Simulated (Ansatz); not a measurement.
**One shape, several levels: doublet CH3FO+**

Wanted: a comparison of 6 runs (UB2PLYP/STO-3G, UB3LYP/STO-3G, UBHLYP/STO-3G, UCAM-B3LYP/STO-3G, UPBE0/STO-3G, UCCSDT/STO-3G) of doublet CH3FO+. 

Program for the calculation: Ansatz 0.2.0.

68 further runs of the same task are left out: 2 that didn't finish, 66 set aside as unsound or not needed.

### Step 1. The structure to begin with

CH3FO+ has 6 atoms, charge +1, and is taken as a doublet. SMILES of the parent species: `OCF`. The coordinates come from a PBE0-D4/def2-TZVP relaxation. This is one conformer, not always the lowest. That shape belongs to the parent species and isn't relaxed for this state.

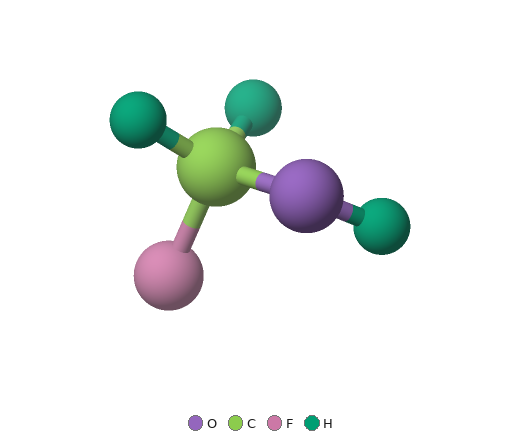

The structure, seen from a chosen angle (oxygen purple, carbon green, fluorine pink, hydrogen teal).

### Step 2. The energy at UB2PLYP/STO-3G (run 1)

Input file job.yaml:

```yaml
crystal:
  periodic: [false, false, false]
  atoms:
    - {symbol: O, position_ang: [-0.794000, -0.697200, -0.247400]}
    - {symbol: C, position_ang: [0.250200, 0.049000, 0.230800]}
    - {symbol: F, position_ang: [-0.094100, 1.383200, 0.323800]}
    - {symbol: H, position_ang: [-0.928700, -0.495100, -1.178000]}
    - {symbol: H, position_ang: [1.136800, 0.004900, -0.412500]}
    - {symbol: H, position_ang: [0.472100, -0.308800, 1.237300]}
basis:
  gaussian:
    orbitals: STO-3G
hamiltonian:
  xc: {name: B2PLYP}
total_charge: 1
accuracy: high
magnetization:
  spin_polarized: true
  initial_magnetization: 1
correlation:
  frozen_orbitals: {C: 1, F: 1, H: 0, O: 1}
```

Launch:

```bash
ansatz run job.yaml --threads 1 --pin off --max-ram 2610MiB --events-out events.jsonl --progress --plain --runs-dir runs
```

The program printed:

```text
Warning: RAYON_NUM_THREADS=1 ignored (pool sized by the plan → 1); use --threads N
Functional definition: B2PLYP
  name "B2PLYP"
  parameter a = 0.53
  parameter c = 0.27
  exchange = (1 - a)*b88_x + a*exact_x
  correlation = (1 - c)*lyp_c + c*(mp2_os + mp2_ss)
322 factors; integrals over basis functions are off by at most 3.3e-8 eV
mean field evaluation 1: about -5746.1085 eV, gradient 2.2e1 eV
mean field evaluation 2: about -5746.1538 eV, gradient 2.2e1 eV
mean field evaluation 4: about -5749.6646 eV, gradient 5.7e0 eV
mean field evaluation 8: about -5750.0187 eV, gradient 1.2e0 eV
mean field evaluation 16: about -5750.1854 eV, gradient 5.8e-2 eV
mean field evaluation 32: about -5750.1856 eV, gradient 1.3e-7 eV
mean field -5750.18557068 eV, -211.3154221069 hartree, gradient 3.1e-8 eV, S^2 0.759041; 4 other end points of the search recorded, 0 dependent functions left out
3 core orbitals not correlated: weight in the atoms' cores, before any rotation towards them, 1.000 or more for the frozen orbitals, at most 0.000 for the correlated occupied ones
reference -5750.18558639 eV, -211.3154226842 hartree; 10, 9 occupied and 5, 6 virtual orbitals, 322 factors
second order -3.81026899 eV of doubles, -0.00000000 eV of singles
Total energy: -5751.21435902 eV, -211.3532293808 hartree
```

Run time: 3.3 s. Hardware: 1 thread of Arm Neoverse V1, shared host; peak memory 0.13 GiB.

### Step 3. The energy at UB3LYP/STO-3G (run 2)

Input file run.yaml:

```yaml
crystal:
  periodic: [false, false, false]
  atoms:
    - symbol: O
      position_ang: [-0.794000, -0.697200, -0.247400]
    - symbol: C
      position_ang: [0.250200, 0.049000, 0.230800]
    - symbol: F
      position_ang: [-0.094100, 1.383200, 0.323800]
    - symbol: H
      position_ang: [-0.928700, -0.495100, -1.178000]
    - symbol: H
      position_ang: [1.136800, 0.004900, -0.412500]
    - symbol: H
      position_ang: [0.472100, -0.308800, 1.237300]
basis:
  gaussian:
    orbitals: STO-3G
total_charge: 1
accuracy: high
magnetization:
  spin_polarized: true
  initial_magnetization: 1
hamiltonian:
  xc: {name: B3LYP}
```

Launch:

```bash
ansatz run run.yaml --threads 1 --pin off --max-ram 2610MiB --events-out events.jsonl --progress --plain --runs-dir runs
```

The program printed:

```text
Warning: RAYON_NUM_THREADS=1 ignored (pool sized by the plan → 1); use --threads N
Functional definition: B3LYP
  name "B3LYP"
  parameter a0 = 0.2
  parameter ax = 0.72
  parameter ac = 0.81
  exchange = (1 - a0 - ax)*slater_x + ax*b88_x + a0*exact_x
  correlation = (1 - ac)*vwn_rpa_c + ac*lyp_c
322 factors; integrals over basis functions are off by at most 3.3e-8 eV
mean field evaluation 1: about -5755.9533 eV, gradient 1.9e1 eV
mean field evaluation 2: about -5754.8227 eV, gradient 2.5e1 eV
mean field evaluation 4: about -5758.4692 eV, gradient 3.9e0 eV
mean field evaluation 8: about -5758.6008 eV, gradient 1.7e-1 eV
mean field evaluation 16: about -5758.5864 eV, gradient 2.3e-3 eV
mean field evaluation 32: about -5758.3212 eV, gradient 3.3e0 eV
mean field -5758.58639632 eV, -211.6241467548 hartree, gradient 8.0e-8 eV, S^2 0.755023; 2 other end points of the search recorded, 0 dependent functions left out
reference -5758.58642089 eV, -211.6241476577 hartree; 13, 12 occupied and 5, 6 virtual orbitals, 322 factors
Total energy: -5758.58642089 eV, -211.6241476577 hartree
```

Run time: 2.6 s. Hardware: 1 thread of Arm Neoverse V1, shared host; peak memory 0.13 GiB.

Run 3 isn't shown in full; the table further down has it.

### Step 4. A single-point energy at UCAM-B3LYP/STO-3G (run 4)

Input file input.yaml:

```yaml
crystal:
  periodic: [false, false, false]
  atoms:
    - {symbol: O, position_ang: [-0.794000, -0.697200, -0.247400]}
    - {symbol: C, position_ang: [0.250200, 0.049000, 0.230800]}
    - {symbol: F, position_ang: [-0.094100, 1.383200, 0.323800]}
    - {symbol: H, position_ang: [-0.928700, -0.495100, -1.178000]}
    - {symbol: H, position_ang: [1.136800, 0.004900, -0.412500]}
    - {symbol: H, position_ang: [0.472100, -0.308800, 1.237300]}
basis:
  gaussian:
    orbitals: STO-3G
total_charge: 1
magnetization:
  spin_polarized: true
  initial_magnetization: 1
hamiltonian:
  xc: {name: CAM-B3LYP}
accuracy: high
```

Launch:

```bash
ansatz run input.yaml --threads 1 --pin off --max-ram 2610MiB --events-out events.jsonl --progress --plain --runs-dir runs
```

The program printed, cut to the lines that bear on the results:

```text
Warning: RAYON_NUM_THREADS=1 ignored (pool sized by the plan → 1); use --threads N
Functional definition: CAM-B3LYP
  name "CAM-B3LYP"
[...]
322 factors; integrals over basis functions are off by at most 3.3e-8 eV
153 factors; integrals over basis functions are off by at most 7.8e-10 eV
[...]
mean field -5756.18347625 eV, -211.5358410710 hartree, gradient 6.3e-8 eV, S^2 0.757257; 4 other end points of the search recorded, 0 dependent functions left out
reference -5756.18348819 eV, -211.5358415098 hartree; 13, 12 occupied and 5, 6 virtual orbitals, 322 factors
Total energy: -5756.18348819 eV, -211.5358415098 hartree
```

Wall time 2.9 s (1 thread of Arm Neoverse V1, shared host); peak memory 0.13 GiB.

Run 5 isn't shown in full; the table further down has it.

### Step 5. The energy at UCCSDT/STO-3G (run 6)

Edit job.yaml of step 2 so:

```diff
@@ -12,4 +12,2 @@
     orbitals: STO-3G
-hamiltonian:
-  xc: {name: B2PLYP}
 total_charge: 1
@@ -20,2 +18,5 @@
 correlation:
+  method: ccsdt
   frozen_orbitals: {C: 1, F: 1, H: 0, O: 1}
+scf:
+  omitted_lower_state_checks: [cluster_reference, increment]
```

Launch:

```bash
ansatz run job.yaml --threads 1 --pin off --max-ram 2610MiB --events-out events.jsonl --progress --plain --runs-dir runs
```

The program printed:

```text
Warning: RAYON_NUM_THREADS=1 ignored (pool sized by the plan → 1); use --threads N
[... 14 lines left out ...]
3 core orbitals not correlated: weight in the atoms' cores, before any rotation towards them, 1.000 or more for the frozen orbitals, at most 0.000 for the correlated occupied ones
[... 53 lines left out ...]
Total energy: -5737.18054238 eV, -210.8374961318 hartree
Checks for a lower state left out: cluster_reference, increment
```

It took 2.4 s on 1 thread of Arm Neoverse V1, shared host.

### Step 6. Overview of the runs

```
run              level  frozen core orbitals  energy (Eh)   ⟨S²⟩  wall time
  1     UB2PLYP/STO-3G                     3  -211.353229  0.759      3.3 s
  2      UB3LYP/STO-3G                     –  -211.624148  0.755      2.6 s
  3      UBHLYP/STO-3G                     –  -211.550895  0.759      2.5 s
  4  UCAM-B3LYP/STO-3G                     –  -211.535842  0.757      2.9 s
  5       UPBE0/STO-3G                     –  -211.446796  0.756      2.3 s
  6      UCCSDT/STO-3G                     3  -210.837496  0.762      2.4 s
```

### Step 7. What came out

| quantity | value |
| --- | --- |
| run 6: total energy | -210.83750 Eh |
| run 6: correlation energy (3 core orbitals frozen) | -134.6 mEh |
| run 6: ⟨S²⟩ of the reference determinant | 0.762 |
| run 6: T1 diagnostic | 0.033 |

What this shows: Totals of different functionals can't be ranked against each other. In runs 1, 2, 3, 4, 5, 6 the basis is minimal, so the values are rough. All runs together took 16 s, the longest 3.3 s.
